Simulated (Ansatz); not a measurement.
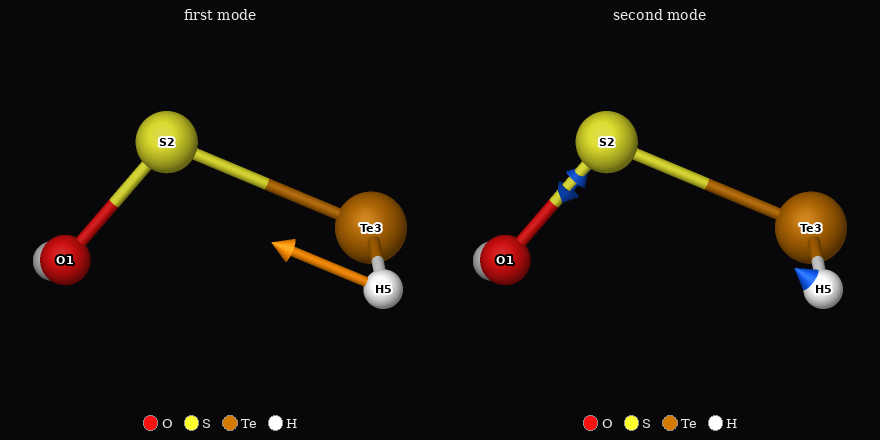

The system is H₂OSTe, SMILES OS[TeH]; the picture shows the reference structure; its two panels give the patterns of the first and the second mode as arrows. Coordinates scanned: (1) normal mode 5 (670 cm⁻¹); (2) normal mode 6 (758 cm⁻¹). Nothing is relaxed (straight displacements along the two mass-weighted modes). The scan uses an 11 × 11 grid. Points are written as (first, second). All energies are given in kJ/mol relative to the lowest grid point. The calculation used RHF-MP2, frozen core/def2-TZVP (Ansatz 0.2.0).

Its coordinates:

```yaml
atoms:
  - { symbol: O, position_ang: [-1.0303, -1.1181, -0.1925] }
  - { symbol: S, position_ang: [-0.8431, 0.3407, 0.5965] }
  - { symbol: Te, position_ang: [1.1696, 1.2557, -0.2013] }
  - { symbol: H, position_ang: [-1.4535, -0.9239, -1.0428] }
  - { symbol: H, position_ang: [2.1573, 0.4455, 0.8402] }
```

Range: normal mode 5 (670 cm⁻¹) from −0.465 to 0.465 amu½·Å; normal mode 6 (758 cm⁻¹) from −0.533 to 0.533 amu½·Å.

### Predict the map.

The lowest grid point is at (0.000 amu½·Å, 0.000 amu½·Å). No other kind of well shows on this grid. The highest grid point, (0.465 amu½·Å, 0.533 amu½·Å), lies 59.8 kJ/mol above the lowest.

```tsv
normal mode 6 (758 cm⁻¹) ↓, normal mode 5 (670 cm⁻¹) →	−0.465	−0.372	−0.279	−0.186	−0.093	0.000	0.093	0.186	0.279	0.372	0.465
0.533	59.0	52.2	47.1	43.5	41.3	40.4	40.9	42.9	46.5	52.1	59.8
0.426	42.4	35.7	30.6	27.1	24.9	24.1	24.7	26.8	30.5	36.2	43.9
0.320	30.8	24.0	19.0	15.5	13.4	12.7	13.3	15.4	19.2	24.9	32.8
0.213	23.3	16.5	11.5	8.0	6.0	5.3	5.9	8.1	11.9	17.7	25.5
0.107	19.2	12.5	7.5	4.0	1.9	1.2	1.9	4.1	8.0	13.7	21.6
0.000	18.0	11.3	6.2	2.7	0.7	0.0	0.7	2.9	6.8	12.5	20.4
−0.107	19.2	12.4	7.3	3.8	1.8	1.1	1.8	4.0	7.8	13.6	21.5
−0.213	22.3	15.5	10.4	6.9	4.8	4.1	4.8	6.9	10.8	16.5	24.4
−0.320	27.1	20.2	15.1	11.5	9.4	8.7	9.3	11.5	15.3	21.0	28.8
−0.426	33.2	26.3	21.1	17.4	15.3	14.5	15.2	17.3	21.1	26.8	34.6
−0.533	40.3	33.3	28.1	24.4	22.3	21.5	22.1	24.2	27.9	33.6	41.3
```

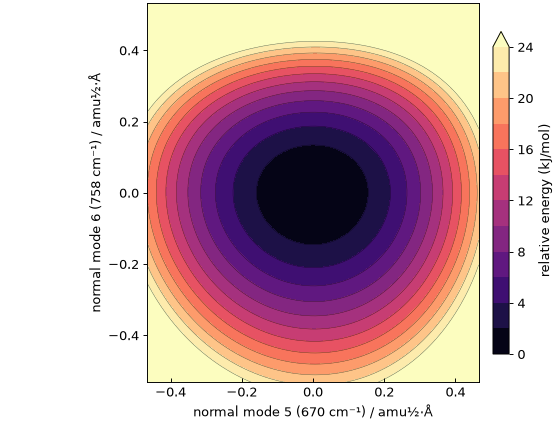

Drawn: filled contours, one colour for all values above the top of the scale. Between grid points the surface is interpolated.

Each point was launched as `ansatz run input.yaml --threads 1 --pin off --max-ram 2560MiB --backend cpu --events-out ev --progress --plain --runs-dir out`. The whole map (121 points run) took 22 min on 1 thread of Arm Neoverse V2, on a shared host.
